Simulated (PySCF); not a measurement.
**[Yb(NH3)4]3+: how settings move a single point**

Aim: repeat the single point on relaxed [Yb(NH3)4]3+ with altered settings, some of them bad on purpose. The structure is generated, not taken from experiment.

Method: B3LYP, Yb lcecp-1-SVP with ECP59, N def2-SVP, H def2-SVP; scalar-relativistic core potentials, no spin–orbit coupling; program: PySCF 2.14.0.

3 further runs of the same task are left out: 2 for a known fault of the program, 1 that didn't finish.

**1. The system as given**

17 atoms, charge 3, spin multiplicity 1.

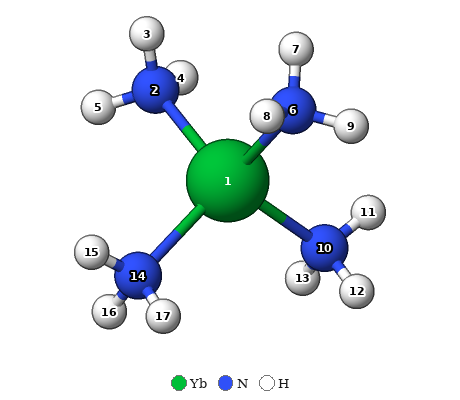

The structure; ytterbium green, nitrogen blue, hydrogen white; atoms are numbered from 1 in the order of the file.

As a file:

```xyz
17
charge 3, multiplicity 1
Yb    0.0000    0.0000    0.0023
N     1.3788    1.3903    1.3748
H     1.1027    1.4503    2.3725
H     2.3771    1.1150    1.4287
H     1.4299    2.3863    1.0908
N    -1.3788   -1.3903    1.3748
H    -1.1027   -1.4503    2.3725
H    -2.3771   -1.1150    1.4287
H    -1.4299   -2.3863    1.0908
N     1.3821   -1.3740   -1.3833
H     1.9876   -2.0495   -0.8810
H     0.8777   -1.9763   -2.0602
H     2.0554   -0.8654   -1.9862
N    -1.3821    1.3740   -1.3833
H    -1.9876    2.0495   -0.8810
H    -0.8777    1.9763   -2.0602
H    -2.0554    0.8654   -1.9862
```

Formal oxidation states: Yb +3. Each metal's 13 4f electrons lie in its core potential, so multiplicities, spins and levels count the valence alone. An earlier session relaxed this geometry at B3LYP, Yb lcecp-1-SVP with ECP59, N def2-SVP, H def2-SVP (singlet, point group D2).

The sound run used a (50, 194) grid (finer on f atoms), a threshold of 1e-8 and at most 55 cycles, and ended at -264.590904 Eh.

**2. Try 1**

Input file run.py (the lines that set the calculation):

```python
mol = gto.M(atom='''
Yb     0.00000     0.00000     0.00227
N      1.37877     1.39026     1.37478
H      1.10273     1.45028     2.37254
H      2.37712     1.11498     1.42866
H      1.42991     2.38630     1.09081
N     -1.37877    -1.39026     1.37478
H     -1.10273    -1.45028     2.37254
H     -2.37712    -1.11498     1.42866
H     -1.42991    -2.38630     1.09081
N      1.38210    -1.37397    -1.38333
H      1.98763    -2.04954    -0.88098
H      0.87769    -1.97625    -2.06019
H      2.05539    -0.86542    -1.98615
N     -1.38210     1.37397    -1.38333
H     -1.98763     2.04954    -0.88098
H     -0.87769     1.97625    -2.06019
H     -2.05539     0.86542    -1.98615''',
    basis={'Yb': 'lcecp-1-SVP', 'N': 'def2-SVP', 'H': 'def2-SVP'},
    ecp={'Yb': 'lcecp-1-SVP'},
    charge=3, spin=0)
mf = dft.RKS(mol, xc='B3LYP')
mf.grids.atom_grid = (30, 86)  # f atoms: unpruned
mf = mf.density_fit()  # fitting sets: Yb AutoAux, N def2-universal-JKFIT, H def2-universal-JKFIT
mf.conv_tol = 1e-08; mf.max_cycle = 55
mf.kernel(dm0)  # dm0: free metal ions and neutral atoms
```

The run is started by

```sh
$ OMP_NUM_THREADS=4 python run.py
```

The log of the run:

```text
init E= -257.403409863662
  HOMO = -1.11038415990114  LUMO = -0.691199679022306  gap/eV = 11.40659
cycle= 1 E= -263.42999395314  delta_E= -6.03  |g|= 2.38  |ddm|= 3.83
  HOMO = -0.623269217115282  LUMO = -0.494750375235076  gap/eV = 3.49718
cycle= 2 E= -261.974080839666  delta_E= 1.46  |g|= 3.21  |ddm|= 4.13
  HOMO = -0.859179895050183  LUMO = -0.487963358269197  gap/eV = 10.10132
cycle= 3 E= -264.56787607304  delta_E= -2.59  |g|= 0.269  |ddm|=    3
  HOMO = -0.872095104915768  LUMO = -0.559144318404745  gap/eV = 8.51582
cycle= 4 E= -264.588832527832  delta_E= -0.021  |g|= 0.0628  |ddm|= 0.491
  HOMO = -0.861085828885212  LUMO = -0.538719906289815  gap/eV = 8.77202
cycle= 5 E= -264.589996769507  delta_E= -0.00116  |g|= 0.00339  |ddm|= 0.0955
  HOMO = -0.861946228011095  LUMO = -0.539375411176722  gap/eV = 8.77760
cycle= 6 E= -264.589998945606  delta_E= -2.18e-06  |g|= 0.00176  |ddm|= 0.00423
  HOMO = -0.861789116918194  LUMO = -0.539453527075605  gap/eV = 8.77120
cycle= 7 E= -264.58999950901  delta_E= -5.63e-07  |g|= 0.000696  |ddm|= 0.00177
  HOMO = -0.861856277947012  LUMO = -0.539475445776992  gap/eV = 8.77243
cycle= 8 E= -264.589999612898  delta_E= -1.04e-07  |g|= 2.91e-05  |ddm|= 0.000543
  HOMO = -0.861853341296655  LUMO = -0.539469213598119  gap/eV = 8.77252
cycle= 9 E= -264.589999613133  delta_E= -2.35e-10  |g|= 3.48e-06  |ddm|= 3.67e-05
  HOMO = -0.861854419301814  LUMO = -0.539471231191241  gap/eV = 8.77249
Extra cycle  E= -264.589999613137  delta_E= -4.21e-12  |g|= 2.49e-06  |ddm|= 9.73e-06
converged SCF energy = -264.589999613137
```

It took 3.4 s on 4 threads of AMD EPYC 9R45 (Zen 5), shared host.

Changed: the integration grid, to (30, 86). It converges in 9 cycles, +0.025 eV from the sound run, with a largest force component of 0.07 eV/Å. The setting is unsound, so these numbers aren't the compound's.

**3. Try 2**

Input file run.py (the lines that set the calculation):

```python
mol = gto.M(atom='''
Yb     0.00000     0.00000     0.00254
N      1.54422     1.55710     1.53975
H      1.23505     1.62431     2.65724
H      2.66237     1.24878     1.60010
H      1.60150     2.67266     1.22171
N     -1.54422    -1.55710     1.53975
H     -1.23505    -1.62431     2.65724
H     -2.66237    -1.24878     1.60010
H     -1.60150    -2.67266     1.22171
N      1.54795    -1.53885    -1.54933
H      2.22615    -2.29549    -0.98670
H      0.98302    -2.21340    -2.30741
H      2.30203    -0.96927    -2.22449
N     -1.54795     1.53885    -1.54933
H     -2.22615     2.29549    -0.98670
H     -0.98302     2.21340    -2.30741
H     -2.30203     0.96927    -2.22449''',
    basis={'Yb': 'lcecp-1-SVP', 'N': 'def2-SVP', 'H': 'def2-SVP'},
    ecp={'Yb': 'lcecp-1-SVP'},
    charge=3, spin=0)
mf = dft.RKS(mol, xc='B3LYP')
mf.grids.atom_grid = (50, 194)  # f atoms: unpruned, at least (60, 302)
mf = mf.density_fit()  # fitting sets: Yb AutoAux, N def2-universal-JKFIT, H def2-universal-JKFIT
mf.conv_tol = 1e-08; mf.max_cycle = 55
mf.kernel(dm0)  # dm0: free metal ions and neutral atoms
```

The run is started by

```sh
$ OMP_NUM_THREADS=4 python run.py
```

The log of the run:

```text
init E= -256.680405248638
  HOMO = -1.0139510597857  LUMO = -0.664385989472891  gap/eV = 9.51215
cycle= 1 E= -263.139921936678  delta_E= -6.46  |g|= 2.43  |ddm|= 3.57
  HOMO = -0.582311652480253  LUMO = -0.530258636832916  gap/eV = 1.41643
cycle= 2 E= -259.378826658138  delta_E= 3.76  |g|= 4.06  |ddm|= 5.04
  HOMO = -0.78403504471423  LUMO = -0.473952670970235  gap/eV = 8.43777
cycle= 3 E= -264.378510343156  delta_E=   -5  |g|= 0.411  |ddm|= 4.27
  HOMO = -0.820261348641533  LUMO = -0.581405335838114  gap/eV = 6.49960
cycle= 4 E= -264.442341753537  delta_E= -0.0638  |g|= 0.103  |ddm|= 0.964
  HOMO = -0.804430505782705  LUMO = -0.545891281193479  gap/eV = 7.03521
cycle= 5 E= -264.445753508535  delta_E= -0.00341  |g|= 0.00936  |ddm|= 0.162
  HOMO = -0.805946664086447  LUMO = -0.547353287594737  gap/eV = 7.03668
cycle= 6 E= -264.44577191135  delta_E= -1.84e-05  |g|= 0.00454  |ddm|= 0.0122
  HOMO = -0.805983889702882  LUMO = -0.547486593457349  gap/eV = 7.03407
cycle= 7 E= -264.445775241714  delta_E= -3.33e-06  |g|= 0.00247  |ddm|= 0.00491
  HOMO = -0.806178675690974  LUMO = -0.547515843967274  gap/eV = 7.03857
cycle= 8 E= -264.44577664145  delta_E= -1.4e-06  |g|= 0.000146  |ddm|= 0.00182
  HOMO = -0.806172266927033  LUMO = -0.547492752120476  gap/eV = 7.03903
cycle= 9 E= -264.445776647806  delta_E= -6.36e-09  |g|= 1.76e-05  |ddm|= 0.000163
  HOMO = -0.806177597796282  LUMO = -0.547500137402262  gap/eV = 7.03897
Extra cycle  E= -264.445776647759  delta_E= 4.76e-11  |g|= 2.49e-05  |ddm|= 3.76e-05
converged SCF energy = -264.445776647759
```

It took 4.3 s on 4 threads of AMD EPYC 9R45 (Zen 5), shared host.

Changed: the scale of all coordinates (1.12). It converges in 9 cycles, +3.949 eV from the sound run, with a largest force component of 3.36 eV/Å. The setting is unsound, so these numbers aren't the compound's.

**4. Try 3**

Input file run.py (the lines that set the calculation):

```python
mol = gto.M(atom='''
Yb     0.00000     0.00000     0.00227
N      1.37877     1.39026     1.37478
H      1.10273     1.45028     2.37254
H      2.37712     1.11498     1.42866
H      1.42991     2.38630     1.09081
N     -1.37877    -1.39026     1.37478
H     -1.10273    -1.45028     2.37254
H     -2.37712    -1.11498     1.42866
H     -0.23933    -0.39941     0.18446
N      1.38210    -1.37397    -1.38333
H      1.98763    -2.04954    -0.88098
H      0.87769    -1.97625    -2.06019
H      2.05539    -0.86542    -1.98615
N     -1.38210     1.37397    -1.38333
H     -1.98763     2.04954    -0.88098
H     -0.87769     1.97625    -2.06019
H     -2.05539     0.86542    -1.98615''',
    basis={'Yb': 'lcecp-1-SVP', 'N': 'def2-SVP', 'H': 'def2-SVP'},
    ecp={'Yb': 'lcecp-1-SVP'},
    charge=3, spin=0)
mf = dft.RKS(mol, xc='B3LYP')
mf.grids.atom_grid = (50, 194)  # f atoms: unpruned, at least (60, 302)
mf = mf.density_fit()  # fitting sets: Yb AutoAux, N def2-universal-JKFIT, H def2-universal-JKFIT
mf.conv_tol = 1e-08; mf.max_cycle = 76
mf.kernel(dm0)  # dm0: free metal ions and neutral atoms
```

The run is started by

```sh
$ OMP_NUM_THREADS=4 python run.py
```

The log of the run:

```text
init E= -253.811157863331
  HOMO = -1.0003476253486  LUMO = -0.854986808615594  gap/eV = 3.95547
cycle= 1 E= -258.940269399174  delta_E= -5.13  |g|= 2.47  |ddm|= 7.15
  HOMO = -0.712755996827473  LUMO = -0.617343803485249  gap/eV = 2.59630
cycle= 2 E= -248.603261799044  delta_E= 10.3  |g|= 4.93  |ddm|= 8.89
  HOMO = -0.70399216163642  LUMO = -0.495899029726253  gap/eV = 5.66250
cycle= 3 E= -259.615279781654  delta_E=  -11  |g|= 1.41  |ddm|= 9.08
  HOMO = -0.718984420948191  LUMO = -0.690849966865461  gap/eV = 0.76558
cycle= 4 E= -259.645146872576  delta_E= -0.0299  |g|= 1.31  |ddm|= 5.97
  HOMO = -0.831317074802152  LUMO = -0.725498644503604  gap/eV = 2.87947
cycle= 5 E= -260.113815085125  delta_E= -0.469  |g|= 0.744  |ddm|= 5.36
  HOMO = -0.737716569001385  LUMO = -0.703795654273856  gap/eV = 0.92304
cycle= 6 E= -260.292234054246  delta_E= -0.178  |g|= 0.086  |ddm|= 1.53
  HOMO = -0.757850786025237  LUMO = -0.70487599164947  gap/eV = 1.44152
cycle= 7 E= -260.293881916571  delta_E= -0.00165  |g|= 0.0482  |ddm|= 0.174
  HOMO = -0.759556462371691  LUMO = -0.703828951537758  gap/eV = 1.51642
cycle= 8 E= -260.294172517026  delta_E= -0.000291  |g|= 0.0328  |ddm|= 0.0592
  HOMO = -0.75922593681336  LUMO = -0.702668622655276  gap/eV = 1.53900
cycle= 9 E= -260.2943355289  delta_E= -0.000163  |g|= 0.0209  |ddm|= 0.033
  HOMO = -0.758616969003832  LUMO = -0.702306231184043  gap/eV = 1.53229
cycle= 10 E= -260.294394958259  delta_E= -5.94e-05  |g|= 0.0158  |ddm|= 0.0228
  HOMO = -0.7577949111378  LUMO = -0.70221568420275  gap/eV = 1.51239
cycle= 11 E= -260.294465229413  delta_E= -7.03e-05  |g|= 0.00315  |ddm|= 0.0242
  HOMO = -0.757467782518058  LUMO = -0.702082034352962  gap/eV = 1.50712
cycle= 12 E= -260.29446851537  delta_E= -3.29e-06  |g|= 0.000776  |ddm|= 0.0083
  HOMO = -0.757517048458789  LUMO = -0.702121200488115  gap/eV = 1.50740
cycle= 13 E= -260.294469059334  delta_E= -5.44e-07  |g|= 0.000821  |ddm|= 0.00704
  HOMO = -0.757568103715727  LUMO = -0.70214701387715  gap/eV = 1.50808
cycle= 14 E= -260.294469295756  delta_E= -2.36e-07  |g|= 0.000773  |ddm|= 0.00565
  HOMO = -0.757611727488333  LUMO = -0.702149882558526  gap/eV = 1.50919
cycle= 15 E= -260.294469488943  delta_E= -1.93e-07  |g|= 0.000264  |ddm|= 0.00229
  HOMO = -0.757627766948413  LUMO = -0.702146937566681  gap/eV = 1.50971
cycle= 16 E= -260.294469509674  delta_E= -2.07e-08  |g|= 5.76e-05  |ddm|= 0.000341
  HOMO = -0.757633508796903  LUMO = -0.702148854932579  gap/eV = 1.50981
cycle= 17 E= -260.294469510761  delta_E= -1.09e-09  |g|= 8.5e-06  |ddm|= 0.000158
  HOMO = -0.757634715375444  LUMO = -0.702147293447892  gap/eV = 1.50989
Extra cycle  E= -260.29446951018  delta_E= 5.81e-10  |g|= 4.43e-05  |ddm|= 0.000111
converged SCF energy = -260.29446951018
```

It took 5.4 s on 4 threads of AMD EPYC 9R45 (Zen 5), shared host.

Changed: one atom's place (atom 9 put 0.5 Å from the metal); the cycle limit is 76. It converges in 17 cycles, +116.912 eV from the sound run, with a largest force component of 444.96 eV/Å. The setting is unsound, so these numbers aren't the compound's.

**5. Try 4**

run.py (the lines that set the calculation): that of step 4 with these lines changed.

```diff
@@ -9,3 +9,3 @@
 H     -2.37712    -1.11498     1.42866
-H     -0.23933    -0.39941     0.18446
+H     -1.42991    -2.38630     1.09081
 N      1.38210    -1.37397    -1.38333
@@ -24,3 +24,3 @@
 mf = mf.density_fit()  # fitting sets: Yb AutoAux, N def2-universal-JKFIT, H def2-universal-JKFIT
-mf.conv_tol = 1e-08; mf.max_cycle = 76
+mf.conv_tol = 1e-06; mf.max_cycle = 55
 mf.kernel(dm0)  # dm0: free metal ions and neutral atoms
```

The run is started by

```sh
$ OMP_NUM_THREADS=4 python run.py
```

The log of the run:

```text
init E= -257.405708757162
  HOMO = -1.11021207598007  LUMO = -0.691094241035182  gap/eV = 11.40478
cycle= 1 E= -263.430156499657  delta_E= -6.02  |g|= 2.38  |ddm|= 3.83
  HOMO = -0.623084438660831  LUMO = -0.494305244779542  gap/eV = 3.50426
cycle= 2 E= -261.975259334826  delta_E= 1.45  |g|= 3.21  |ddm|= 4.13
  HOMO = -0.859091658634868  LUMO = -0.487916530705012  gap/eV = 10.10019
cycle= 3 E= -264.568818989522  delta_E= -2.59  |g|= 0.269  |ddm|=    3
  HOMO = -0.871926859944729  LUMO = -0.558851064717136  gap/eV = 8.51923
cycle= 4 E= -264.589735146563  delta_E= -0.0209  |g|= 0.0629  |ddm|= 0.489
  HOMO = -0.860904159244714  LUMO = -0.538409831103044  gap/eV = 8.77552
cycle= 5 E= -264.590900810202  delta_E= -0.00117  |g|= 0.00343  |ddm|= 0.0955
  HOMO = -0.861768430352961  LUMO = -0.539060424179094  gap/eV = 8.78133
cycle= 6 E= -264.590902919175  delta_E= -2.11e-06  |g|= 0.00192  |ddm|= 0.00433
  HOMO = -0.861615452417667  LUMO = -0.539137499063601  gap/eV = 8.77507
cycle= 7 E= -264.590903613033  delta_E= -6.94e-07  |g|= 0.000676  |ddm|= 0.00186
  HOMO = -0.861769176995663  LUMO = -0.539161674651984  gap/eV = 8.77860
Extra cycle  E= -264.590903501664  delta_E= 1.11e-07  |g|= 0.000989  |ddm|= 0.0012
converged SCF energy = -264.590903501664
```

Run time: 4.3 s. Hardware: 4 threads of AMD EPYC 9R45 (Zen 5), shared host.

Changed: the SCF threshold (1e-06). It converges in 7 cycles, at the sound run's energy within 0.001 eV, with a largest force component of 0.01 eV/Å. The result survives the change.

**6. Side by side**

| run | changed | ending | energy change (eV) | cycles | time | usable |
| --- | --- | --- | --- | --- | --- | --- |
| 1 | the integration grid | converged | +0.025 | 9 | 3.4 s | no |
| 2 | the scale of all coordinates | converged | +3.949 | 9 | 4.3 s | no |
| 3 | one atom's place | converged | +116.912 | 17 | 5.4 s | no |
| 4 | the SCF threshold | converged | 0.000 | 7 | 4.3 s | yes |

1 of 4 altered runs gives a usable result. 3 ended normally with numbers unfit to quote.
